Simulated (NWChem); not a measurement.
# One shape, several levels: C2H6KN (SMILES C[N](C)[K])

We compute a comparison of 3 runs (HF/STO-3G, HF/3-21G, B3LYP/6-31G*) of C2H6KN. 

The results are computed with NWChem 7.3.0.

## 1. The structure to begin with

The species is C2H6KN (10 atoms), meant as a singlet with charge 0. SMILES: `C[N](C)[K]`. Geometry: relaxed at PBE0-D4/def2-TZVP.

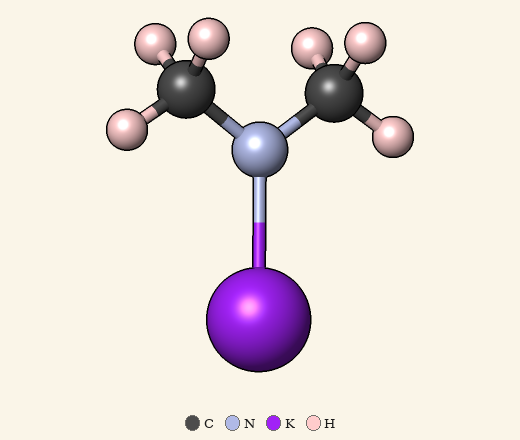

The structure, seen from a chosen angle (carbon dark grey, nitrogen light blue, potassium purple, hydrogen pink).

## 2. Energy and forces at HF/STO-3G (run 1)

File c2h6kn.nw:

```
START c2h6kn
TITLE "C2H6KN hf"
memory stack 880 mb heap 220 mb global 1100 mb

GEOMETRY units angstroms noautosym nocenter noautoz
  C       -0.042700       1.141500      -0.301900
  N       -0.539700      -0.171700      -0.049800
  C        0.547100      -1.005500       0.348300
  K       -2.838100      -0.860800      -0.265700
  H        0.728000       1.184700      -1.105700
  H       -0.847400       1.826000      -0.613100
  H        0.442600       1.616500       0.581700
  H        0.213100      -2.034100       0.555800
  H        1.067300      -0.657300       1.270300
  H        1.353000      -1.090500      -0.416700
END

BASIS "ao basis" spherical bse
  * library STO-3G
END

SCF
  thresh 1e-08
  maxiter 80
  print medium
END

TASK scf gradient
```

Launch:

```
$ nwchem c2h6kn.nw > c2h6kn.out
```

Standard output:

```text
[...]
  functions       =    34
[...]
  wavefunction    = RHF
[...]
         Total SCF energy =   -725.065813487061
      One-electron energy =  -1311.182920221326
      Two-electron energy =    429.258687386329
 Nuclear repulsion energy =    156.858419347936
        Time for solution =      2.2s
[...]
                         RHF ENERGY GRADIENTS
    atom               coordinates                        gradient
                 x          y          z           x          y          z
   1 C      -0.080691   2.157122  -0.570508   -0.019189  -0.040708   0.007182
   2 N      -1.019885  -0.324466  -0.094108    0.041824   0.012561   0.003842
   3 C       1.033869  -1.900119   0.658192   -0.036902   0.023673  -0.012307
   4 K      -5.363231  -1.626676  -0.502100    0.000166   0.000096   0.000009
   5 H       1.375721   2.238758  -2.089470    0.006871  -0.001008  -0.006464
   6 H      -1.601354   3.450640  -1.158591   -0.005508   0.004970  -0.002191
   7 H       0.836393   3.054742   1.099254    0.004424   0.002684   0.007939
   8 H       0.402701  -3.843892   1.050310   -0.002113  -0.007184   0.001480
   9 H       2.016905  -1.242117   2.400519    0.004002   0.004312   0.007462
  10 H       2.556799  -2.060746  -0.787449    0.006425   0.000605  -0.006952
[...]
```

It took 3.6 s on 1 thread of Intel Xeon Platinum 8559C (Emerald Rapids), shared host; peak memory 0.096 GiB.

## 3. Energy and gradient at HF/3-21G (run 2)

File mymol.nw:

```
start mymol
memory total 2200 mb

geometry noautosym nocenter noautoz
C       -0.042700       1.141500      -0.301900
N       -0.539700      -0.171700      -0.049800
C        0.547100      -1.005500       0.348300
K       -2.838100      -0.860800      -0.265700
H        0.728000       1.184700      -1.105700
H       -0.847400       1.826000      -0.613100
H        0.442600       1.616500       0.581700
H        0.213100      -2.034100       0.555800
H        1.067300      -0.657300       1.270300
H        1.353000      -1.090500      -0.416700
end

basis spherical bse
* library 3-21G
end

scf
thresh 1e-08
maxiter 80
end

task scf gradient
```

Launch:

```
$ nwchem mymol.nw > mymol.out
```

Standard output:

```text
[...]
  functions       =    56
[...]
  wavefunction    = RHF
[...]
         Total SCF energy =   -729.020242324065
      One-electron energy =  -1314.333133230226
      Two-electron energy =    428.454471558225
 Nuclear repulsion energy =    156.858419347936
        Time for solution =      2.9s
[...]
                         RHF ENERGY GRADIENTS
    atom               coordinates                        gradient
                 x          y          z           x          y          z
   1 C      -0.080691   2.157122  -0.570508   -0.010270  -0.021775   0.003829
   2 N      -1.019885  -0.324466  -0.094108    0.017724   0.005376   0.001626
   3 C       1.033869  -1.900119   0.658192   -0.019741   0.012667  -0.006592
   4 K      -5.363231  -1.626676  -0.502100    0.006146   0.001844   0.000571
   5 H       1.375721   2.238758  -2.089470    0.003688  -0.001192  -0.003866
   6 H      -1.601354   3.450640  -1.158591   -0.003422   0.003266  -0.001404
   7 H       0.836393   3.054742   1.099254    0.002205   0.001047   0.004897
   8 H       0.402701  -3.843892   1.050310   -0.001229  -0.004654   0.000983
   9 H       2.016905  -1.242117   2.400519    0.001716   0.002843   0.004360
  10 H       2.556799  -2.060746  -0.787449    0.003184   0.000579  -0.004403
[...]
```

It took 4.5 s on 1 thread of Intel Xeon Platinum 8559C (Emerald Rapids), shared host; peak memory 0.096 GiB.

## 4. Energy and gradient at B3LYP/6-31G(d) (Cartesian functions) (run 3)

File job.nw:

```
echo
start job
title "C2H6KN"
memory stack 880 mb heap 220 mb global 1100 mb
geometry units bohr noautosym nocenter noautoz
   C   -0.08069131   2.15712237  -0.57050832
   N   -1.01988519  -0.32446598  -0.09410836
   C    1.03386916  -1.90011962   0.65819161
   K   -5.36323171  -1.62667625  -0.50210023
   H    1.37572062   2.23875854  -2.08947018
   H   -1.60135392   3.45063990  -1.15859109
   H    0.83639278   3.05474228   1.09925369
   H    0.40270064  -3.84389191   1.05030978
   H    2.01690469  -1.24211698   2.40051910
   H    2.55679945  -2.06074634  -0.78744888
end
basis cartesian
   C library 6-31G*
   N library 6-31G*
   K library 6-31G*
   H library 6-31G*
end
dft
   xc b3lyp
   grid xfine
   convergence energy 1e-08
   maxiter 100
   mulliken
   print medium
end
task dft gradient
```

Launch:

```
$ nwchem job.nw > job.out
```

Standard output (excerpt; [...] marks lines left out):

```text
[...]
          Wavefunction type:  closed shell.
          No. of atoms     :    10
          No. of electrons :    44
[...]
          Charge           :     0
          Spin multiplicity:     1
[...]
          AO basis - number of functions:    80
[...]
              XC Information
              --------------
                         B3LYP Method XC Potential
                     Hartree-Fock (Exact) Exchange  0.200
                        Slater Exchange Functional  0.800 local
                    Becke 1988 Exchange Functional  0.720 non-local
              Lee-Yang-Parr Correlation Functional  0.810
                  VWN I RPA Correlation Functional  0.190 local
[...]
 d= 0,ls=0.0,diis     1   -734.3426409335 -8.91D+02  3.31D-02  7.86D-01     4.6
[...]
 d= 0,ls=0.0,diis    12   -734.4374361879 -1.97D-09  9.95D-07  8.36D-10    44.6
         Total DFT energy =     -734.437436187859
      One electron energy =    -1318.713280480240
           Coulomb energy =      480.988220294349
    Exchange-Corr. energy =      -53.570784108300
 Nuclear repulsion energy =      156.858408106331
[...]
      Total Density - Mulliken Population Analysis
     ---------------------------------------------
[...]
  wavefunction    = closed shell
                         DFT ENERGY GRADIENTS
    atom               coordinates                        gradient
                 x          y          z           x          y          z
   1 C      -0.080691   2.157122  -0.570508   -0.000970  -0.003265   0.000684
   2 N      -1.019885  -0.324466  -0.094108    0.002920   0.000873   0.000236
   3 C       1.033869  -1.900120   0.658192   -0.002508   0.002213  -0.000974
   4 K      -5.363232  -1.626676  -0.502100    0.006044   0.001813   0.000566
   5 H       1.375721   2.238759  -2.089470   -0.002047  -0.000861   0.001942
   6 H      -1.601354   3.450640  -1.158591    0.001637  -0.001542   0.000681
   7 H       0.836393   3.054742   1.099254   -0.001407  -0.001824  -0.001848
   8 H       0.402701  -3.843892   1.050310    0.000615   0.002249  -0.000476
   9 H       2.016905  -1.242117   2.400519   -0.001814  -0.000311  -0.002294
  10 H       2.556799  -2.060746  -0.787449   -0.002472   0.000654   0.001481
[...]
```

Run time: 54 s. Hardware: 1 thread of Intel Xeon Platinum 8559C (Emerald Rapids), shared host; peak memory 0.15 GiB.

## 5. Overview of the runs

```
run                               level  Cartesian functions  iteration cap  energy (Eh)  dipole moment (D)  HOMO energy (eV)  LUMO energy (eV)  wall time
  1                           HF/STO-3G                   no             80  -725.065813               8.56             -3.07              4.37      3.6 s
  2                            HF/3-21G                   no             80  -729.020242               9.76             -5.21             -0.24      4.5 s
  3  B3LYP/6-31G* (Cartesian functions)                  yes            100  -734.437436               8.54             -2.61             -1.50       54 s
```

## 6. Outcome

| quantity | value |
| --- | --- |
| run 3: total energy | -734.43744 Eh |
| run 3: dipole moment | 8.54 D |
| run 3: HOMO energy | -2.61 eV |
| run 3: LUMO energy | -1.50 eV |
| run 3: HOMO–LUMO gap | 1.11 eV |
| run 3: largest force on an atom | 0.326 eV/Å |

**Reading.** The dipole moment (its size) runs from 8.54 D (B3LYP/6-31G*) to 9.76 D (HF/3-21G). The two ends differ in method and basis. The HOMO–LUMO gap runs from 1.11 eV (B3LYP/6-31G*) to 7.44 eV (HF/STO-3G). In run 1 the basis is minimal, so the values are rough. All runs together took 62 s, the longest 54 s.
